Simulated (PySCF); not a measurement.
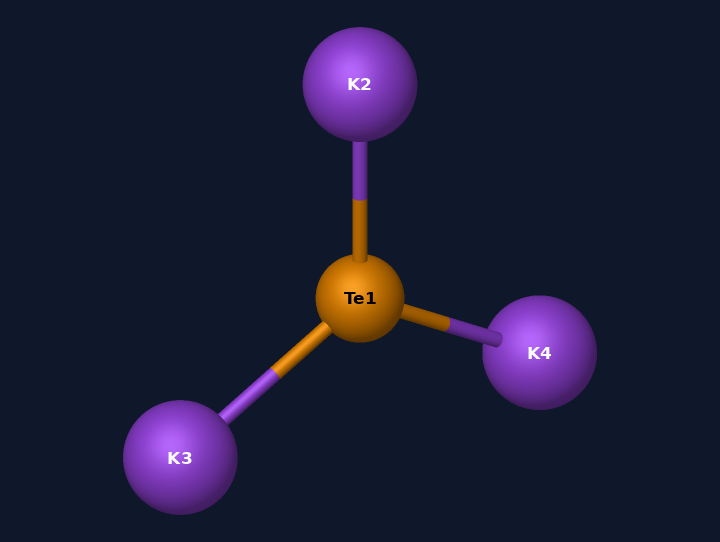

Every bond is drawn as one stick. Charge +1, singlet. Computed geometry: PBE0/def2-TZVP with core potentials optimisation. Computed with PBE0/def2-TZVP, core potentials on Te (PySCF 2.14.0).

List the Mayer bond orders of Te1–K2 (one bond of each equivalent set).

```
  bond  Mayer order  length (Å)
Te1–K2         0.45       3.169
```
